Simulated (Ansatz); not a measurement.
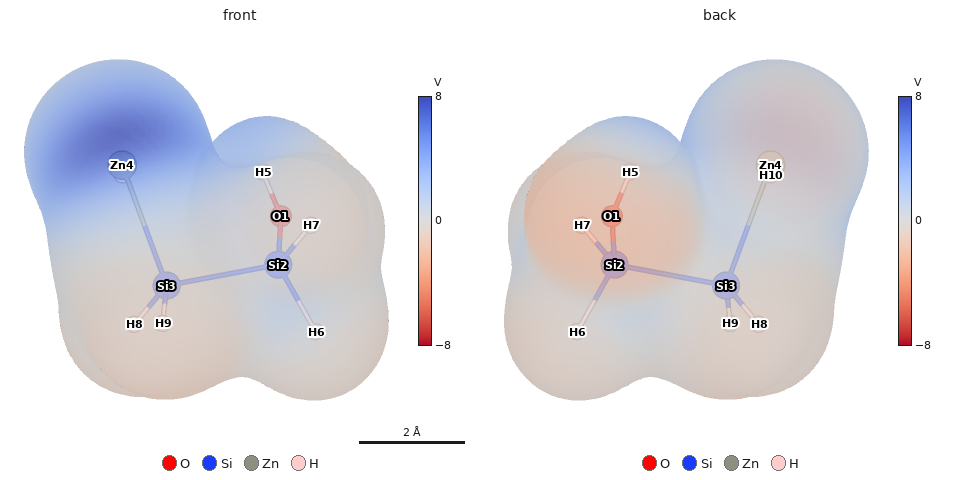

The picture shows: H$_{6}$OSi$_{2}$Zn (SMILES O[SiH2][SiH2][ZnH]). The electrostatic potential painted on the density surface at 0.002 e/bohr³, seen from the front and from behind; the colour scale runs from red (negative) to blue (positive).

Theory: Ansatz, SCF hf, Gaussian basis.

```xyz
10

O    -1.6701    0.9355    0.6397
Si   -0.3239    1.1360   -0.3552
Si    0.5629   -0.8710   -0.6949
Zn    1.1654   -1.5196    1.6215
H    -1.3720    0.6763    1.4899
H    -0.6972    1.7344   -1.6533
H     0.6795    2.0208    0.3147
H    -0.3394   -1.7314   -1.3561
H     1.7955   -0.7162   -1.4829
H     0.2824   -1.7159    1.4796
```

> Which sites attract a positive test charge, and which a negative one?

A positive charge is drawn to the negative regions and a negative charge to the positive ones. The most negative region (about −2.0 V, or −46 kcal/mol for a unit charge) lies over O1, the most positive (about +7.2 V, or +166 kcal/mol for a unit charge) over Zn4. O1 is the likeliest acceptor of a hydrogen bond.
